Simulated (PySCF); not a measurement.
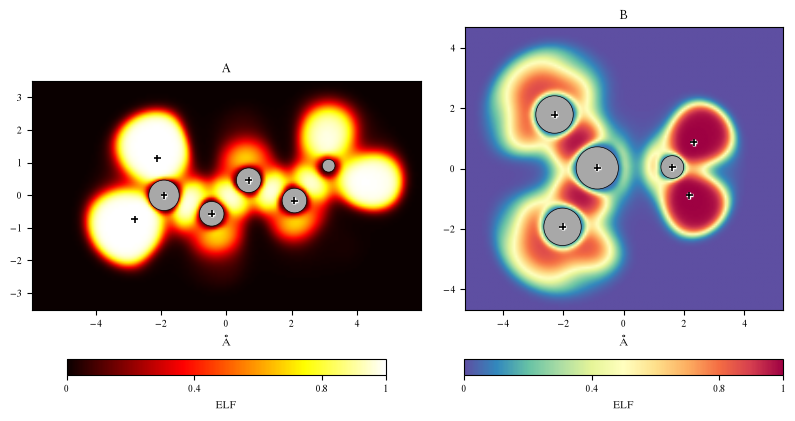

The electron localisation function of 2 systems, each on a plane through atoms (crosses mark nuclei in the plane; grey discs cover the cores).

All numbers below come from wB97X-D/def2-SVPD, SCF density, gas phase in PySCF.

System 1: C3H10P2Si (SMILES P[Si]1(P)CCC1), the plane of atoms P1, Si2 and P3. Geometry: GFN2-xTB.

```yaml
atoms:
  - { symbol: P, position_ang: [2.2702, 0.4639, 1.4231] }
  - { symbol: Si, position_ang: [0.4185, 0.4838, 0.1151] }
  - { symbol: P, position_ang: [0.1122, 2.5299, -0.8131] }
  - { symbol: C, position_ang: [-1.0943, -0.4282, 0.8881] }
  - { symbol: C, position_ang: [-1.1689, -1.3783, -0.3192] }
  - { symbol: C, position_ang: [0.0852, -0.9679, -1.1098] }
  - { symbol: H, position_ang: [2.7533, -0.7241, 0.9057] }
  - { symbol: H, position_ang: [3.0103, 1.2221, 0.5328] }
  - { symbol: H, position_ang: [-1.2660, 2.4902, -0.6990] }
  - { symbol: H, position_ang: [0.2537, 3.1892, 0.3959] }
  - { symbol: H, position_ang: [-2.0008, 0.1533, 1.0361] }
  - { symbol: H, position_ang: [-0.8830, -0.9480, 1.8198] }
  - { symbol: H, position_ang: [-1.1492, -2.4260, -0.0244] }
  - { symbol: H, position_ang: [-2.0729, -1.2078, -0.9009] }
  - { symbol: H, position_ang: [0.8458, -1.7451, -1.1192] }
  - { symbol: H, position_ang: [-0.1218, -0.6981, -2.1425] }
```

System 2: C5H13B (SMILES BCCC(C)C), the plane of atoms C2, C3 and C4. Geometry: GFN2-xTB.

```xyz
19

B     2.9494   -0.0900    0.7324
C     1.6693   -0.0725   -0.1712
C     0.3505    0.2989    0.5121
C    -0.8648    0.2686   -0.4236
C    -1.2349   -1.1587   -0.8223
C    -2.0616    0.9405    0.2482
H     2.8751    0.0234    1.8941
H     3.9966   -0.2415    0.2328
H     1.5782   -1.0746   -0.6059
H     1.8183    0.5851   -1.0341
H     0.1713   -0.3798    1.3486
H     0.4463    1.3061    0.9246
H    -0.6197    0.8326   -1.3316
H    -1.4503   -1.7529    0.0638
H    -0.4290   -1.6400   -1.3713
H    -2.1194   -1.1569   -1.4561
H    -1.8331    1.9734    0.5020
H    -2.3264    0.4142    1.1628
H    -2.9257    0.9332   -0.4130
```

Which map belongs to which system?

Answer. Panel A is system 2, C5H13B: the plane holds B, C and H. C–C (1.53 Å): the ELF peaks at about 0.95 between the atoms, as expected for localised, covalent bonding. Panel B is system 1, C3H10P2Si: the plane holds P, Si, C and H. Si–P (2.27 Å): the ELF peaks at about 0.95 between the atoms; localised, covalent bonding.
